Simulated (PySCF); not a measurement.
**CH8BGeN (SMILES [BH2][GeH]([CH3])[NH2]): levels of theory compared**

Aim: a comparison of 6 runs (HF/STO-3G, HF/3-21G, SVWN5/3-21G, B3LYP/6-31G*, PBE0/def2-SVP, r2SCAN/6-31G**) of CH8BGeN. Input form: a Python script.

The calculation is run with PySCF 2.14.0.

### Step 1. The molecule

The species is CH8BGeN (12 atoms), meant as a singlet with charge 0. As SMILES, `[BH2][GeH]([CH3])[NH2]`. Geometry: relaxed at PBE0-D4/def2-TZVP. This is one conformer, not always the lowest.

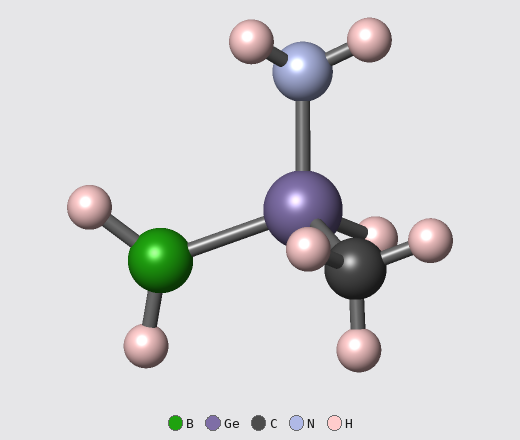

Viewed from a chosen angle; boron green, germanium purple, carbon dark grey, nitrogen light blue, hydrogen pink.

### Step 2. Energy and forces at HF/STO-3G (run 1)

Input file calc.py:

```python
from pyscf import gto

molecule = gto.Mole()
molecule.atom = '''
B   -1.181600   1.463300   0.725800
Ge  -0.028600  -0.226100   0.508500
C    1.538800   0.173900  -0.620200
N   -1.076700  -1.597700  -0.161000
H   -2.251200   1.567800   0.201300
H   -0.778000   2.395700   1.356600
H    0.503700  -0.750500   1.861600
H    1.226600   0.523900  -1.605400
H    2.136300  -0.730700  -0.746500
H    2.162300   0.941100  -0.157100
H   -1.589500  -1.351800  -0.996500
H   -0.585100  -2.464000  -0.332900
'''
molecule.verbose = 3
molecule.max_memory = 1860
molecule.charge = 0
molecule.spin = 0
molecule.basis = 'sto-3g'
molecule.build()

myscf = molecule.RHF()
myscf.conv_tol = 1e-10
myscf.kernel()
if not myscf.converged:
    myscf = myscf.newton().run(myscf.mo_coeff, myscf.mo_occ)

etot = myscf.e_tot
print('E(%s) = %.9f' % ('HF', etot))
grad = myscf.nuc_grad_method().kernel()
myscf.analyze()
```

Started as:

```
$ OMP_NUM_THREADS=1 python calc.py
```

Standard output:

```text
converged SCF energy = -2171.93369951803
E(HF) = -2171.933699518
--------------- RHF gradients ---------------
         x                y                z
0 B     0.0012435244    -0.0053052099     0.0003132099
1 Ge    -0.0027650560     0.0184960057    -0.0170232171
2 C     0.0165149516     0.0074461635    -0.0095963659
3 N    -0.0168333913    -0.0343787610    -0.0283142332
4 H    -0.0198127940     0.0010351585    -0.0106513577
5 H     0.0092750263     0.0167469835     0.0116337410
6 H     0.0133574984    -0.0145168073     0.0344920073
7 H    -0.0053932268     0.0020827019    -0.0062627949
8 H     0.0016313917    -0.0088019242     0.0013780384
9 H     0.0040812966     0.0061134037     0.0048432356
10 H     0.0048217457     0.0002945985     0.0131301077
11 H    -0.0061209665     0.0107876871     0.0060576288
----------------------------------------------
**** MO energy ****
MO #1   energy= -400.549547662276  occ= 2
MO #2   energy= -50.3920615837053  occ= 2
MO #3   energy= -45.4558662285088  occ= 2
MO #4   energy= -45.4556939003215  occ= 2
MO #5   energy= -45.4556241242445  occ= 2
MO #6   energy= -15.233428046943   occ= 2
MO #7   energy= -10.9937228343861  occ= 2
MO #8   energy= -7.3979102523732   occ= 2
MO #9   energy= -6.47389853000721  occ= 2
MO #10  energy= -4.51554731672871  occ= 2
MO #11  energy= -4.51521986011023  occ= 2
MO #12  energy= -4.51470724354247  occ= 2
MO #13  energy= -1.04029705928214  occ= 2
MO #14  energy= -0.893501896185655 occ= 2
MO #15  energy= -0.675494970748213 occ= 2
MO #16  energy= -0.657607017665785 occ= 2
MO #17  energy= -0.656117677449102 occ= 2
MO #18  energy= -0.654334283967862 occ= 2
MO #19  energy= -0.652822749522269 occ= 2
MO #20  energy= -0.648414605202936 occ= 2
MO #21  energy= -0.584429042635623 occ= 2
MO #22  energy= -0.55436460666113  occ= 2
MO #23  energy= -0.518855957250636 occ= 2
MO #24  energy= -0.515162590525886 occ= 2
MO #25  energy= -0.463189074687258 occ= 2
MO #26  energy= -0.416741448544838 occ= 2
MO #27  energy= -0.388809575209916 occ= 2
MO #28  energy= -0.342940420326779 occ= 2
MO #29  energy= -0.287682340217348 occ= 2
MO #30  energy= 0.224894641194783  occ= 0
MO #31  energy= 0.455663398814111  occ= 0
MO #32  energy= 0.492482046191669  occ= 0
MO #33  energy= 0.525541566953834  occ= 0
MO #34  energy= 0.54942283635801   occ= 0
MO #35  energy= 0.718787469893621  occ= 0
MO #36  energy= 0.72155988520201   occ= 0
MO #37  energy= 0.726650324919777  occ= 0
MO #38  energy= 0.739107117090253  occ= 0
MO #39  energy= 0.752887699136872  occ= 0
MO #40  energy= 0.780750948048699  occ= 0
MO #41  energy= 0.799543688963317  occ= 0
 ** Mulliken atomic charges  **
charge of    0B =      0.05728
charge of    1Ge =      0.57252
charge of    2C =     -0.24509
charge of    3N =     -0.41893
charge of    4H =     -0.05292
charge of    5H =     -0.05476
charge of    6H =     -0.12766
charge of    7H =      0.02594
charge of    8H =      0.02868
charge of    9H =      0.03088
charge of   10H =      0.09151
charge of   11H =      0.09254
Dipole moment(X, Y, Z, Debye):  0.76227,  0.43732, -0.86519
```

It took 3.3 s on 1 thread of Intel Xeon at 2.70GHz, shared host; peak memory 0.12 GiB.

### Step 3. Energy and forces at HF/3-21G (run 2)

Input file input.py:

```python
from pyscf import gto

mol = gto.Mole()
mol.atom = '''
B     -1.181600     1.463300     0.725800
Ge    -0.028600    -0.226100     0.508500
C      1.538800     0.173900    -0.620200
N     -1.076700    -1.597700    -0.161000
H     -2.251200     1.567800     0.201300
H     -0.778000     2.395700     1.356600
H      0.503700    -0.750500     1.861600
H      1.226600     0.523900    -1.605400
H      2.136300    -0.730700    -0.746500
H      2.162300     0.941100    -0.157100
H     -1.589500    -1.351800    -0.996500
H     -0.585100    -2.464000    -0.332900
'''
mol.max_memory = 1860
mol.basis = '3-21g'
mol.charge = 0
mol.verbose = 4
mol.build()

calc0 = mol.RHF()
calc0.conv_tol = 1e-10
calc0.kernel()
if not calc0.converged:
    calc0 = calc0.newton().run(calc0.mo_coeff, calc0.mo_occ)

e_final = calc0.e_tot
print(f'total energy: {e_final:.8f} hartree')
grad = calc0.nuc_grad_method().kernel()
dip = calc0.dip_moment()
pop, q = calc0.mulliken_pop()
```

Started as:

```
$ OMP_NUM_THREADS=1 python input.py
```

Standard output:

```text
PySCF version 2.14.0

[... 68 lines left out ...]
converged SCF energy = -2186.32118504671
total energy: -2186.32118505 hartree
[... 11 lines left out ...]
Dipole moment(X, Y, Z, Debye):  0.79168,  0.22609, -1.55226
[... 78 lines left out ...]
charge of   11H =      0.30262
```

Run time: 3.6 s. Hardware: 1 thread of Intel Xeon at 2.70GHz, shared host; peak memory 0.14 GiB.

Runs 3 to 5 aren't shown in full; the table further down has their settings and results.

### Step 4. Energy and gradient at r2SCAN/6-31G(d,p) (spherical functions) (run 6)

Input file job.py:

```python
from pyscf import gto, dft

mol = gto.Mole()
mol.atom = [
    ('B', (-1.181600, 1.463300, 0.725800)),
    ('Ge', (-0.028600, -0.226100, 0.508500)),
    ('C', (1.538800, 0.173900, -0.620200)),
    ('N', (-1.076700, -1.597700, -0.161000)),
    ('H', (-2.251200, 1.567800, 0.201300)),
    ('H', (-0.778000, 2.395700, 1.356600)),
    ('H', (0.503700, -0.750500, 1.861600)),
    ('H', (1.226600, 0.523900, -1.605400)),
    ('H', (2.136300, -0.730700, -0.746500)),
    ('H', (2.162300, 0.941100, -0.157100)),
    ('H', (-1.589500, -1.351800, -0.996500)),
    ('H', (-0.585100, -2.464000, -0.332900)),
]
mol.spin = 0
mol.basis = '6-31g**'
mol.max_memory = 1860
mol.verbose = 3
mol.build()

mf = dft.RKS(mol, xc='r2scan')
mf.conv_tol = 1e-10
mf.grids.level = 5
mf.kernel()
if not mf.converged:
    mf = mf.newton().run(mf.mo_coeff, mf.mo_occ)

e_tot = mf.e_tot
print('E(%s) = %.9f' % ('R2SCAN', e_tot))
grad = mf.nuc_grad_method().kernel()
dip = mf.dip_moment()
pop, q = mf.mulliken_pop()
```

Started as:

```
$ OMP_NUM_THREADS=1 python job.py
```

Standard output:

```text
converged SCF energy = -2199.11957045303
[... 9 lines left out ...]
Dipole moment(X, Y, Z, Debye):  0.75583,  0.16888, -1.38176
[... 127 lines left out ...]
charge of   11H =      0.25962
```

It took 1.8 min on 1 thread of Intel Xeon at 2.70GHz, shared host; peak memory 1.2 GiB.

### Step 5. All runs side by side

```tsv
run	level	integration grid	Cartesian functions	energy (Eh)	dipole moment (D)	HOMO energy (eV)	LUMO energy (eV)	wall time
1	HF/STO-3G	–	no	-2171.933700	1.23	-7.83	6.12	3.3 s
2	HF/3-21G	–	no	-2186.321185	1.76	-9.93	1.62	3.6 s
3	SVWN5/3-21G	5	no	-2184.471875	1.93	-4.79	-3.22	14 s
4	B3LYP/6-31G* (Cartesian functions)	5	yes	-2199.262958	1.58	-6.30	-2.10	46 s
5	PBE0/def2-SVP	5	no	-2198.725992	1.47	-6.70	-2.17	59 s
6	r2SCAN/6-31G** (spherical functions)	5	no	-2199.119570	1.58	-5.49	-2.61	1.8 min
```

### Step 6. Results

| quantity | value |
| --- | --- |
| run 6: total energy | -2199.11957 Eh |
| run 6: dipole moment | 1.58 D |
| run 6: HOMO energy | -5.49 eV |
| run 6: LUMO energy | -2.61 eV |
| run 6: HOMO–LUMO gap | 2.88 eV |
| run 6: largest force on an atom | 0.253 eV/Å |

What this shows: The dipole moment (its size) runs from 1.23 D (HF/STO-3G) to 1.93 D (SVWN5/3-21G). The two ends differ in method and basis. The HOMO–LUMO gap runs from 1.57 eV (SVWN5/3-21G) to 13.95 eV (HF/STO-3G). Totals of different functionals can't be ranked against each other. In run 1 the basis is minimal, so the values are rough. All runs together took 3.9 min, the longest 1.8 min.
